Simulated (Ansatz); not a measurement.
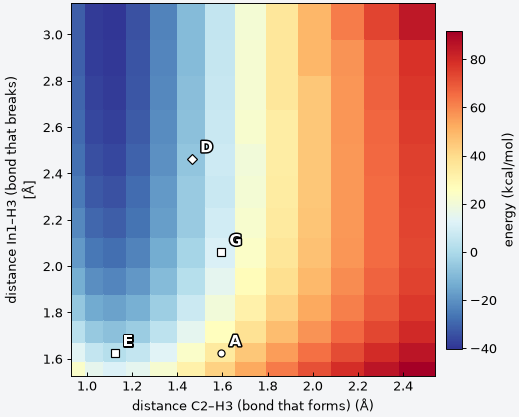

The reacting system CH₄ClIn (fragments ClHIn + CH₃ where the first distance is long, ClIn + CH₄ where the second is long). The first coordinate is: distance C2–H3 (bond that forms); the second: distance In1–H3 (bond that breaks). Relaxed at each point: all other coordinates. Grid: 13 × 13 points. Points are written as (first, second). Energies are in kcal/mol, from a guessed transition structure relaxed with its forming and breaking bonds held. Energies and slopes of some neighbouring points disagree (a jump in structure or state, or too coarse a mesh). The reference is spin-restricted, so regions where a bond is pulled apart into radicals lie too high. Theory: Ansatz, RHF/def2-SVP.

The picture shows one coloured cell a grid point, lettered points.

### Is E the lowest point of the computed grid?

No. E lies 42 kcal/mol above the lowest grid point, which is at (1.123 Å, 3.057 Å).

### Rank the lettered points by energy, lowest first.

D (−7 kcal/mol), E (2.1 kcal/mol), G (11 kcal/mol), A (35 kcal/mol).
